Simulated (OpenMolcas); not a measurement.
# Single-point calculation of B2H4O (charge +1) (part 3 of 3)

Continued. System: B2H4O, charge +1, multiplicity 2. Method: CASPT2/ANO-S-VDZP (OpenMolcas 26.06). The geometry is that of the parent species in another charge or spin state. The geometry comes from this level: GFN2-xTB.

Geometry of the input (Å):
```
B  -1.1275  0.2167  -0.5978
O  -0.0069  -0.0000  0.0129
B  1.1266  -0.2163  0.5996
H  -1.1753  0.1271  -1.7737
H  -2.0867  0.4983  0.0294
H  1.8705  0.6829  0.7762
H  1.3993  -1.3087  0.9535
```

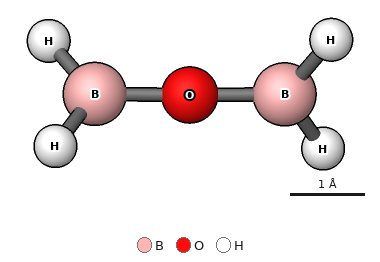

Fig. 1: The input geometry (ball-and-stick view, seen on its broad side).

What the program printed, continued:
```
      141   1   11    1  -126.22386690   -1.12E-06* -2.14E-02    4  41 1  5.68E-04*  0.17   2.50    QN   YES    0:00:00
      142   1   11    1  -126.22387039   -3.49E-06*  2.07E-02    4  41 1  3.97E-04*  0.17   1.37    QN   YES    0:00:00
      143   1   12    1  -126.22387122   -8.32E-07*  2.72E-02    4  41 1  8.90E-04*  0.17   2.50    LS   YES    0:00:00
      144   1   13    1  -126.22386928    1.94E-06* -2.21E-03    4  41 1  1.16E-03*  0.17   0.06    SX   YES    0:00:00
      145   1   12    1  -126.22387575   -6.47E-06* -2.03E-02    4  41 1  6.72E-04*  0.17   1.33    QN   YES    0:00:00
      146   1   11    1  -126.22388418   -8.43E-06*  1.66E-02    4  41 1 -1.09E-03*  0.17   0.90    QN   YES    0:00:00
      147   1   11    1  -126.22388448   -2.93E-07* -2.79E-02    8  23 1  6.05E-04*  0.17   0.40    QN   YES    0:00:00
      148   1   11    1  -126.22388701   -2.53E-06* -2.48E-02    8  33 1  2.01E-04*  0.17   1.32    QN   YES    0:00:00
      149   1   12    1  -126.22388883   -1.83E-06* -2.39E-02    8  23 1  4.65E-04*  0.17   1.32    QN   YES    0:00:00
      150   1   12    1  -126.22389078   -1.94E-06* -1.66E-02    8  23 1  4.18E-04*  0.17   1.17    QN   YES    0:00:00
      151   1   11    1  -126.22389248   -1.70E-06* -2.82E-02    4  41 1  4.00E-04*  0.17   1.14    QN   YES    0:00:00
      152   1   10    1  -126.22389423   -1.75E-06* -8.58E-03    4  41 1  1.32E-04*  0.17   0.97    QN   YES    0:00:00
      153   1   10    1  -126.22389445   -2.22E-07*  1.93E-02    4  41 1  6.14E-04*  0.17   1.08    QN   YES    0:00:00
      154   1   11    1  -126.22389250    1.96E-06*  9.75E-03    7  25 1  3.06E-04*  0.17   0.24    LS   YES    0:00:00
      155   1   10    1  -126.22389440   -1.90E-06*  9.85E-03    8  23 1  3.88E-04*  0.17   1.52    QN   YES    0:00:00
      156   1   10    1  -126.22389502   -6.24E-07* -6.17E-03    8  23 1  3.52E-04*  0.17   1.39    QN   YES    0:00:00
      157   1   10    1  -126.22389525   -2.27E-07* -7.13E-03    8  23 1  3.48E-04*  0.17   1.38    QN   YES    0:00:00
      158   1   10    1  -126.22389562   -3.71E-07* -8.98E-04    8  23 1  2.09E-04*  0.17   1.08    QN   YES    0:00:00
      159   1   10    1  -126.22389583   -2.11E-07*  7.90E-03    8  23 1  2.42E-04*  0.17   1.24    QN   YES    0:00:00
      160   1   12    1  -126.22389499    8.38E-07*  4.64E-03    7  25 1  2.18E-04*  0.17   0.14    LS   YES    0:00:00
      161   1   10    1  -126.22389578   -7.82E-07*  5.56E-04    8  23 1  2.22E-04*  0.17   1.44    SX   YES    0:00:00
      162   1    9    1  -126.22389610   -3.20E-07* -1.64E-03    6  32 1  6.05E-05   0.17   1.05    QN   YES    0:00:00
      163   1   10    1  -126.22389621   -1.13E-07*  4.95E-04    8  23 1  1.29E-04*  0.17   1.10    QN   YES    0:00:00
      164   1   10    1  -126.22389628   -7.42E-08*  7.77E-04    8  33 1  6.80E-05   0.17   1.08    QN   YES    0:00:00
      165   1   10    1  -126.22389634   -5.50E-08*  4.03E-03    8  23 1  7.24E-05   0.17   1.32    QN   YES    0:00:00
      166   1   11    1  -126.22389615    1.87E-07*  2.67E-03    8  23 1 -4.61E-04*  0.17   0.53    QN   YES    0:00:00
      167   1   10    1  -126.22389641   -2.56E-07* -5.99E-04    4  41 1  1.83E-04*  0.17   0.67    QN   YES    0:00:00
      168   1    9    1  -126.22389640    4.33E-09  -2.65E-04    8  23 1 -8.74E-05   0.17   0.37    LS   YES    0:00:00
      Convergence after168 iterations
      169   1    9    1  -126.22389641   -3.84E-09  -2.65E-04    4  41 1  2.21E-05   0.17   0.37    LS   YES    0:00:00

      ************************************************************************************************************************
                                                      Wave function printout:
                       occupation of active orbitals, and spin coupling of open shells (u,d: Spin up or down)
      ************************************************************************************************************************

      Note: transformation to natural orbitals
      has been made, which may change the order of the CSFs.

      printout of CI-coefficients larger than  0.05 for root  1
      energy=    -126.223896
      conf/sym  1111     Coeff  Weight
             1  2u00  -0.99031 0.98071
             5  udu0   0.09110 0.00830
             9  uud0   0.05280 0.00279

      Natural orbitals and occupation numbers for root  1
      sym 1:   1.974791   1.001263   0.017968   0.005978

      ************************************************************************************************************************
      *                                                    Final results                                                     *
      ************************************************************************************************************************

++    Final optimization conditions:
      ------------------------------

      Average CI energy                            -126.22389641
      RASSCF energy for state  1                   -126.22389641
      Super-CI energy                                -0.00000002
      RASSCF energy change                           -0.00000000
      Max change in MO coefficients              -3.791E-04
      Max non-diagonal density matrix element    -2.653E-04
      Maximum BLB matrix element                  2.210E-05
      (orbital pair   4,  41 in symmetry   1)
      Norm of electronic gradient            7.517E-05
--

      Final state energy(ies):
      ------------------------

::    RASSCF root number  1 Total energy:   -126.22389641
      Von Neumann Entropy (Root   1) =  0.60393

      Mulliken population analysis for root number:  1
      -----------------------------------------------

++    Molecular charges:
      ------------------

      Mulliken charges per centre
      ---------------------------

                B1      O2      B3      H4      H5      H6      H7
      Total    5.3095  7.6531  5.1924  0.7688  0.7674  0.6574  0.6513

      N-E     -0.3095  0.3469 -0.1924  0.2312  0.2326  0.3426  0.3487

      Total electronic charge=   21.000000

      Total            charge=    1.000000
--

      Expectation values of various properties for root number:  1
      -----------------------------------------------------------

++    Molecular properties:
      ---------------------

      Charge (e):
                      =    1.0000
      Dipole Moment (debye):
      Origin of the operator (angstrom)=   -0.0027    0.0001    0.0050
                   X=  2.8309E+00               Y= -7.8267E-01               Z=  1.5172E+00           Total=  3.3058E+00
      Center of Charge (angstrom)
                     X=    0.58671601               Y=   -0.16286002               Z=    0.32088883
      Quadrupole Moment (debye*angstrom):
      Origin of the operator (angstrom)=   -0.0027    0.0001    0.0050
                  XX= -9.3891E+00              XY= -1.2971E+00              XZ=  4.0645E+00              YY= -1.4101E+01
                  YZ= -1.2231E+00              ZZ= -1.4939E+01
      In traceless form (debye*angstrom)
                  XX=  5.1312E+00              XY= -1.9456E+00              XZ=  6.0968E+00              YY= -1.9371E+00
                  YZ= -1.8346E+00              ZZ= -3.1940E+00
--

      Mulliken spin population analysis for root number:  1
      ---------------------------------------------------

++    Molecular charges:
      ------------------

      Mulliken spin population per centre
      ---------------------------

                B1      O2      B3      H4      H5      H6      H7
      Total    0.0419  0.4143  0.2317  0.0003  0.0002  0.0994  0.2123

      Total electronic spin=    1.000000
--

      LoProp population analysis for root number:  1
      -----------------------------------------------

++    LoProp analysis:
      ----------------

++    Static properties:
      ------------------

      LoProp Charges per center

                   B1       O2       B3       H4       H5       H6       H7
      Nuclear      5.0000   8.0000   5.0000   1.0000   1.0000   1.0000   1.0000
      Electronic  -4.5898  -8.2071  -4.5454  -0.9897  -0.9892  -0.8559  -0.8229

      Total        0.4102  -0.2071   0.4546   0.0103   0.0108   0.1441   0.1771
--

      Natural Bond Order analysis for root number:  1

++    Natural Bond Order analysis
      ---------------------------
      Based on LoProp computed density
      -------------------------------------------------------------------------------------
      Atom A       Atom B       Bond Order
      -------------------------------------------------------------------------------------
      NBO located      0.995 non-bonded electrons on atom B1
      NBO located      0.954 non-bonded electrons on atom B1
      NBO located      1.001 non-bonded electrons on atom O2
      NBO located      0.927 non-bonded electrons on atom O2
      NBO located      0.995 non-bonded electrons on atom B3
      NBO located      0.909 non-bonded electrons on atom B3
      The remaining    6.931 electrons are to be considered as diffuse
--

--

      Average orbitals are written to the RASORB file
      Natural orbitals for root   1 are written to the RASORB.1 file
      Spin density orbitals for root   1 are written to the SPDORB.1 file

--- Stop Module: rasscf /rc=_RC_ALL_IS_WELL_ ---
--- Module rasscf spent 10 seconds ---

--- Start Module: caspt2 ---

                                              &CASPT2

                       available to each process: 1.9 GB of memory, 1 thread

++    Wave function specifications:
      -----------------------------

      Number of closed shell electrons          12
      Number of electrons in active shells       3
      Max number of holes in RAS1 space          0
      Max number of electrons in RAS3 space      0
      Number of inactive orbitals                6
      Number of active orbitals                  4
      Number of secondary orbitals              49
      Spin quantum number                      0.5
      State symmetry                             1
      Number of CSFs                            20
      Number of CASSCF root(s) available         1
      CASPT2 state passed to geometry opt.       1
      A file JOBMIX will be created
      This is a CASSCF or RASSCF reference function
--

++    Orbital specifications:
      -----------------------

      Symmetry species                           1
                                                 a
      Frozen orbitals                            3
      Inactive orbitals                          6
      Active orbitals                            4
      Secondary orbitals                        49
      Deleted orbitals                           0
      Number of basis functions                 62
--

++    CASPT2 specifications:
      ----------------------

      Type of calculation                        SS-CASPT2
      Fock operator                              state-specific
      IPEA shift                                 0.25
      Real shift                                 0.00
      Imaginary shift                            0.20
      The input orbitals will be transformed to quasi-canonical
--

--------------------------------------------------------------------------------
 Estimated memory requirements:
  POLY3 :                   250840
  RHS:                      322724
  SIGMA :                   367600
  PRPCTL:                        0
 Available workspace:    232486896

++ CASPT2 computation for group   1

********************************************************************************
 Multi-State initialization phase begins for group   1
--------------------------------------------------------------------------------
********************************************************************************
 Compute H0 matrices for state    1
--------------------------------------------------------------------------------
--------------------------------------------------------------------------------
 H0 matrices have been computed.

********************************************************************************
  CASPT2 EQUATION SOLUTION
--------------------------------------------------------------------------------

  Total nr of CASPT2 parameters:
   Before reduction:      140579
   After  reduction:      128351

 Variance of |WF0>:       1.1744259273

 The contributions to the second order correlation energy in atomic units.
-----------------------------------------------------------------------------------------------------------------------------
  IT.      VJTU        VJTI        ATVX        AIVX        VJAI        BVAT        BJAT        BJAI        TOTAL       RNORM
-----------------------------------------------------------------------------------------------------------------------------
   1    -0.004683   -0.001637   -0.001936   -0.059666   -0.018192   -0.009153   -0.041945   -0.177798   -0.315011    0.011805
   2    -0.004912   -0.001705   -0.001967   -0.060224   -0.018411   -0.009180   -0.041996   -0.177983   -0.316378    0.002195
   3    -0.004911   -0.001710   -0.001970   -0.060251   -0.018424   -0.009181   -0.042008   -0.177995   -0.316450    0.000479
   4    -0.004912   -0.001711   -0.001968   -0.060224   -0.018418   -0.009180   -0.042006   -0.177991   -0.316410    0.000085
   5    -0.004912   -0.001711   -0.001968   -0.060224   -0.018418   -0.009180   -0.042005   -0.177990   -0.316409    0.000018
   6    -0.004912   -0.001711   -0.001968   -0.060224   -0.018419   -0.009180   -0.042006   -0.177991   -0.316410    0.000004
-----------------------------------------------------------------------------------------------------------------------------

  FINAL CASPT2 RESULT:

      Reference energy:        -126.2238964073
      E2 (Non-variational):      -0.3164100709
      Shift correction:          -0.0017662109
      E2 (Variational):          -0.3181762818
      Total energy:            -126.5420726891
      Residual norm:              0.0000007458
      Reference weight:           0.90380

      Contributions to the CASPT2 correlation energy
      Active & Virtual Only:         -0.0111486508
      One Inactive Excited:          -0.1071415921
      Two Inactive Excited:          -0.1981198281

++ Denominators, etc.
--------------------------------------------------------------------------------------------------------------
 Report on small energy denominators, large coefficients, and large energy contributions.
CASE  SYMM ACTIVE-MIX  NON-ACTIVE INDICES          DENOMINATOR     RHS VALUE       COEFFICIENT     CONTRIBUTION
VJTU     1  Mu1.0001  In1.008                       0.29327174     -0.00101321      0.00232995     -0.00000236
VJTU     1  Mu1.0001  In1.009                       0.14815121      0.00008617     -0.00028356     -0.00000002
AIVX     1  Mu1.0003  In1.006 Se1.014               1.16371179      0.05385461     -0.04533355     -0.00244142
AIVX     1  Mu1.0003  In1.006 Se1.032               1.84020127      0.05395613     -0.02913366     -0.00157194
BJAIP    1  Se1.027 In1.009 Se1.027 In1.009         1.97214874      0.05588299     -0.02804763     -0.00156739
--

   (Skipping property calculation,
    use PROP keyword to activate)
--

  Total CASPT2 energies:
::    CASPT2 Root  1     Total energy:   -126.54207269

  A NEW JOBIPH FILE NAMED 'JOBMIX' IS PREPARED.
********************************************************************************
--- Stop Module: caspt2 /rc=_RC_ALL_IS_WELL_ ---

.##################.
.# Happy landing! #.
.##################.

    Timing: Wall=12.04 User=10.73 System=0.83
```

Summary:

| quantity | value |
| --- | --- |
| outcome | converged |
| total energy | −126.542073 hartree |
| CASSCF energy | −126.223896 hartree |
| basis functions | 62 |
| hardware | 1 thread of Intel Xeon (Sapphire Rapids), 16 GiB of memory available, shared host |
| wall time | 12 s |
| peak memory | 0.08 GiB |
